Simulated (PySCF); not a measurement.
## Polarizability calculation of C3H5

- system: C3H5, multiplicity 2, SMILES [CH2]C=C
- method: PBE0/6-31G*, UKS (PySCF 2.14.0)

The geometry comes from this level: PBE0-D4/def2-TZVP.

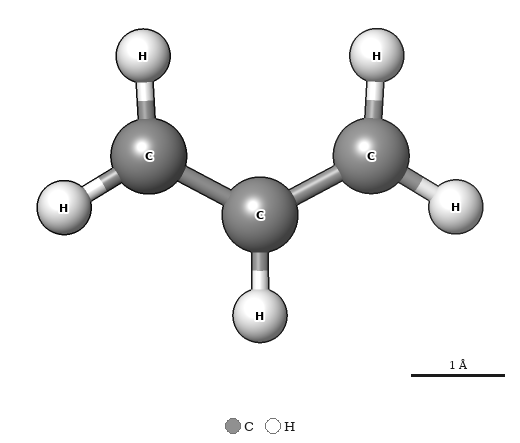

**Figure 1.** The input geometry (ball-and-stick view, seen at a tilt).

## Results in brief

```json
{"quantity": "outcome", "value": "converged"}
{"quantity": "total energy", "value": "−117.104712 hartree"}
{"quantity": "basis functions", "value": "52"}
{"quantity": "⟨S²⟩", "value": "0.792"}
{"quantity": "dipole moment", "value": "0.06 D"}
{"quantity": "hardware", "value": "1 thread of Arm Neoverse V1, 24 GiB of memory available, shared host"}
{"quantity": "wall time", "value": "3 min"}
{"quantity": "peak memory", "value": "1 GiB"}
```

## The input (job.py)
```python
# [CH2]C=C
import numpy
from pyscf import gto, dft
from pyscf.prop.polarizability import uks

mol = gto.Mole()
mol.atom = '''
C   -0.457100   0.959200  -0.623300
C    0.342900   0.233000   0.231900
C    0.220600  -1.119900   0.463300
H   -1.255800   0.480900  -1.179400
H   -0.314100   2.022300  -0.765500
H    1.128300   0.766400   0.762900
H   -0.544000  -1.703500  -0.037600
H    0.879200  -1.638400   1.147600
'''
mol.verbose = 3
mol.basis = '6-31g*'
mol.max_memory = 1860
mol.charge = 0
mol.spin = 1
mol.build()

myscf = dft.UKS(mol)
myscf.xc = 'pbe0'
myscf.grids.level = 8
myscf.conv_tol = 1e-10
myscf.kernel()
if not myscf.converged:
    myscf = myscf.newton().run(myscf.mo_coeff, myscf.mo_occ)

e_tot = myscf.e_tot
print('Final energy', e_tot)
pol = uks.Polarizability(myscf)
alpha = pol.polarizability()
print('isotropic polarizability %.4f bohr^3' % (numpy.trace(alpha) / 3))
alpha_w = pol.polarizability_with_freq(freq=0.0774)
```

Launched with:
```bash
OMP_NUM_THREADS=1 python job.py
```

## What the program printed
```
WARN: HOMO -0.196982918457897 >= LUMO -0.196982918457897

converged SCF energy = -117.104711772033  <S^2> = 0.79176014  2S+1 = 2.041333
Final energy -117.10471177203338
isotropic polarizability 30.4533 bohr^3
```
